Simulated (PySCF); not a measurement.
# Excited-state calculation of C$_{4}$H$_{4}$BFSi

- system: C$_{4}$H$_{4}$BFSi, SMILES FBC#CC#C[SiH3]
- method: TDDFT PBE/def2-SVPD, vertical, gas phase, core orbitals frozen in the response (PySCF 2.14.0)

The geometry comes from this level: PBE0-D3(BJ)/def2-SVP.

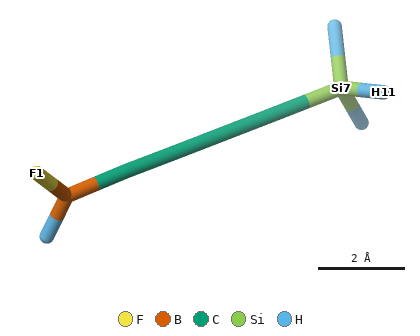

*The input geometry (stick view, seen at a tilt; atoms are numbered from 1 in the order of the input).*

## Key numbers

| quantity | value |
| --- | --- |
| outcome | converged |
| total energy | −568.183771 hartree |
| HOMO | −6.73 eV |
| LUMO | −3.52 eV |
| dipole moment | 2.09 D |
| mean polarisability | 112.61 a.u. |
| vertical ionisation energy | 9.41 eV |
| vertical electron affinity | 1.09 eV |
| lowest singlet excitation | 3.26 eV |
| hardware | 1 CPU thread, shared host |
| wall time | 96 s |
| peak memory | 0.64 GiB |

## Input
```
{"job": {"kind": "uv", "xc": "PBE", "basis": "def2-SVPD", "ip": true}, "charge": 0, "multiplicity": 1}
F      4.428380     0.175129     1.619617
B      3.819770     0.360123     0.462526
C      2.309572     0.192418     0.354211
C      1.100760     0.057246     0.187342
C     -0.241501    -0.100592     0.000802
C     -1.446320    -0.247606    -0.175565
Si    -3.248712    -0.474319    -0.441270
H      4.491558     0.657720    -0.495427
H     -3.617300    -1.868438    -0.063549
H     -3.567677    -0.235519    -1.877656
H     -3.988280     0.498063     0.412733
```

The first line tells a small driver script what to run in PySCF; the rest is the geometry in Å.

Run as:
```bash
OMP_NUM_THREADS=1 python <driver script> task.json out
```

## The program's output
```
coarse grid: 10624 points
cycle   1  E = -568.0152085137  dE =  5.951e-01  |g| = 5.299e-01  |ddm| = 3.295e+01
cycle   2  E = -567.9100684308  dE =  1.051e-01  |g| = 9.299e-01  |ddm| = 7.545e+00
cycle   3  E = -568.0689910944  dE = -1.589e-01  |g| = 2.032e-01  |ddm| = 2.190e+00
cycle   4  E = -568.0760133994  dE = -7.022e-03  |g| = 1.020e-01  |ddm| = 1.255e+00
cycle   5  E = -568.0786639894  dE = -2.651e-03  |g| = 4.753e-02  |ddm| = 2.569e-01
cycle   6  E = -568.0791697586  dE = -5.058e-04  |g| = 1.300e-02  |ddm| = 1.007e-01
cycle   7  E = -568.0791782523  dE = -8.494e-06  |g| = 1.189e-02  |ddm| = 3.832e-02
cycle   8  E = -568.0792223552  dE = -4.410e-05  |g| = 1.111e-03  |ddm| = 2.554e-02
cycle   9  E = -568.0792227710  dE = -4.158e-07  |g| = 1.908e-04  |ddm| = 4.150e-03
final grid: 101064 points
cycle  10  E = -568.1837620631  dE = -4.420e-05  |g| = 4.901e-03  |ddm| = 3.132e-01
cycle  11  E = -568.1837549309  dE =  7.132e-06  |g| = 6.529e-03  |ddm| = 1.364e-01
cycle  12  E = -568.1837674877  dE = -1.256e-05  |g| = 3.402e-03  |ddm| = 5.663e-02
cycle  13  E = -568.1837705202  dE = -3.033e-06  |g| = 5.460e-04  |ddm| = 7.717e-03
cycle  14  E = -568.1837705952  dE = -7.499e-08  |g| = 1.550e-04  |ddm| = 3.286e-03
cycle  15  E = -568.1837705968  dE = -1.588e-09  |g| = 1.056e-04  |ddm| = 4.021e-04
cycle  16  E = -568.1837705997  dE = -2.891e-09  |g| = 4.797e-05  |ddm| = 2.186e-04
cycle  17  E = -568.1837706004  dE = -6.514e-10  |g| = 7.445e-06  |ddm| = 9.421e-05
```

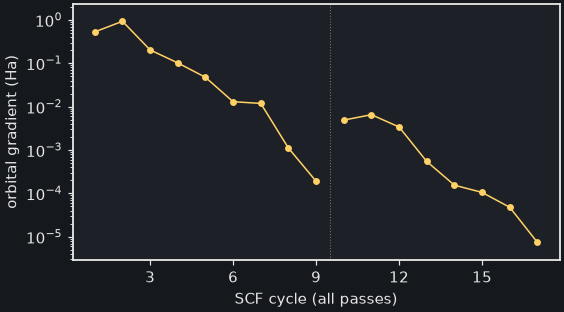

*Convergence of the self-consistent field: orbital gradient against the SCF cycle. The dotted line marks the change from a coarse to the final integration grid.*

The first 9 cycles use a coarse grid, the final grid takes over at cycle 10, and the field converges after 17 cycles in all.

```
converged SCF energy = -568.1837706004

Static polarisability (au): isotropic 112.611, principal 61.504 65.817 210.511

Singlet excitations
state   eV       nm        f      main configurations
  1   3.2582    380.5   0.00001   H->L 1.00
  2   3.9511    313.8   0.07267   H-1->L 0.69, H->L+1 0.31
  3   4.5393    273.1   0.00002   H-1->L+1 0.99
  4   5.0231    246.8   0.00159   H-2->L 0.99
  5   5.3611    231.3   0.00054   H-3->L 0.99
  6   5.4548    227.3   0.53248   H-4->L 0.55, H->L+1 0.21, H-1->L+2 0.12
  7   5.7722    214.8   0.00140   H->L+2 0.98
  8   5.8566    211.7   0.81001   H-4->L 0.32, H->L+1 0.25, H-1->L 0.13
  9   5.9376    208.8   0.00030   H-5->L 0.98
 10   6.0253    205.8   0.00783   H-2->L+1 0.93

Triplet excitations (Tamm-Dancoff, eV): 2.9848 3.0044 3.5737 4.2348
Vertical ionisation energy (delta-SCF) = 9.4138 eV
Vertical electron affinity (delta-SCF) = 1.0884 eV
```

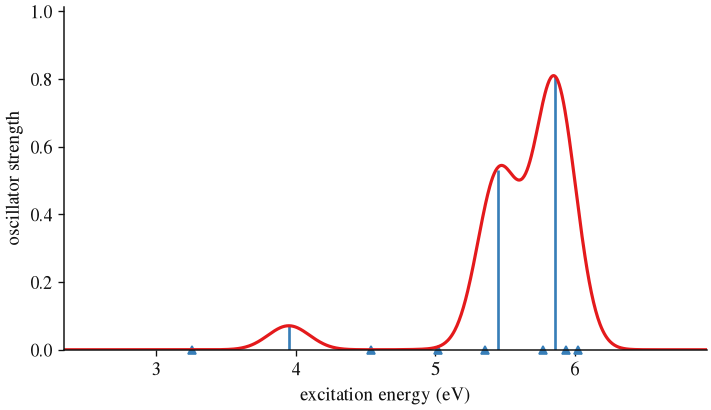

*Computed excitations as sticks (degenerate states added up, dark ones marked on the axis), with a Gaussian envelope of 0.35 eV full width at half maximum, scaled to the tallest.*

Of the 10 states the lowest lies at 3.26 eV (f = 0.000); the strongest line is at 5.86 eV, or 212 nm (f = 0.810).

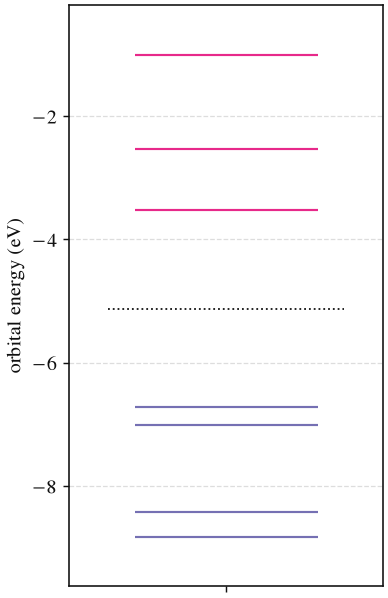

*Orbital energies near the frontier; the dotted line parts filled from empty levels, and levels within 0.02 eV of each other stand side by side.*

Highest filled −6.73 eV, lowest empty −3.52 eV, 3.21 eV apart.
